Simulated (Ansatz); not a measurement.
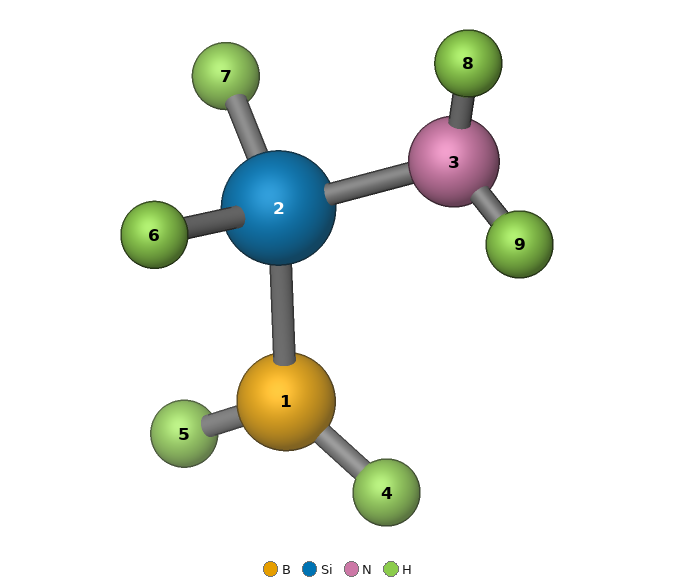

Numbered structure. Computed geometry: PBE0-D4/def2-TZVP optimisation.

**What is the geometry at B1?**

B1 has 3 neighbours (Si2 at 2.00, H4 at 1.20, H5 at 1.20 Å); the arrangement is trigonal planar.

**Describe the coordination of atom 2.**

Si2 has 4 neighbours (B1 at 2.00, N3 at 1.72, H6 at 1.51, H7 at 1.49 Å); the arrangement is tetrahedral.
